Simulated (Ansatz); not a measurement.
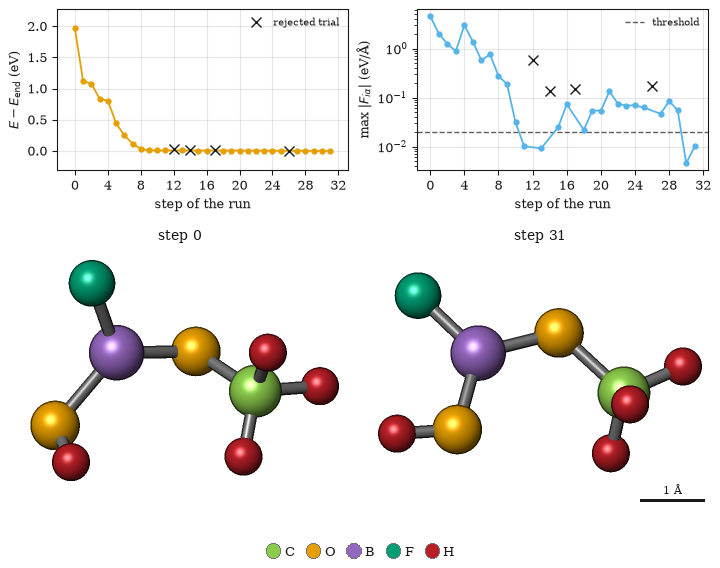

First and last geometry of a relaxation of CH$_{4}$BFO$_{2}$, with the history of the run. A ball-and-stick model, seen face on.

The run prepares an end point of a later path (hydrogen shift) calculation, from a guessed geometry.

Theory: RKS r2SCANh-D4/6-31G* (Ansatz).

The input:
```yaml
crystal:
  periodic: [false, false, false]
  atoms:
    - { symbol: C, position_ang: [-0.5813, 0.3911, -0.9712] }
    - { symbol: O, position_ang: [-1.0292, -0.0248, 0.287] }
    - { symbol: B, position_ang: [0.1438, -0.1821, 1.1088] }
    - { symbol: O, position_ang: [0.937, -1.4612, 1.1722] }
    - { symbol: F, position_ang: [0.6456, 0.9082, 1.9186] }
    - { symbol: H, position_ang: [-1.5383, 0.5782, -1.6087] }
    - { symbol: H, position_ang: [0.0504, -0.3014, -1.4976] }
    - { symbol: H, position_ang: [-0.0925, 1.4486, -0.9318] }
    - { symbol: H, position_ang: [1.5531, -1.4029, 0.5056] }
basis:
  gaussian: { orbitals: "6-31G*" }
hamiltonian:
  xc: r2scanh
  dispersion: d4
relax:
  f_tol: 0.02
  max_steps: 50
output:
  orbitals: {}
```

Run as
```bash
ansatz run input.yaml --threads 2 --pin off --max-ram 3072MiB --backend cpu --events-out ev --progress --plain --runs-dir out
```

Q: What do the curves and the structures tell?

A: It converged. The atom that moves furthest after the best rigid fit is F5 (1.16 Å). Largest moves by element: F 1.16 Å, O 0.99 Å, H 0.82 Å, C 0.14 Å, B 0.11 Å. Near-neighbour distances that change, for instance: B3–O4 1.506 → 1.363 Å, B3–F5 1.448 → 1.338 Å, O2–B3 1.441 → 1.349 Å, C1–H6 1.165 → 1.091 Å. Among the angles between lasting bonds that change: C1–O2–B3 106.5° → 119.0°, H6–C1–H8 102.5° → 109.4°, B3–O4–H9 105.7° → 111.1°. Groups turn about B3–O4 by about 90°, O2–B3 by about 90°. The energy falls by 1.966 eV in 27 accepted moves (31 points after the start). The largest force component goes from 4.6 to 0.01 eV/Å. The line search rejected the trial steps at points 12, 14, 17, 26 of the run. The forces were under the threshold at step 11, but the run went on from there.
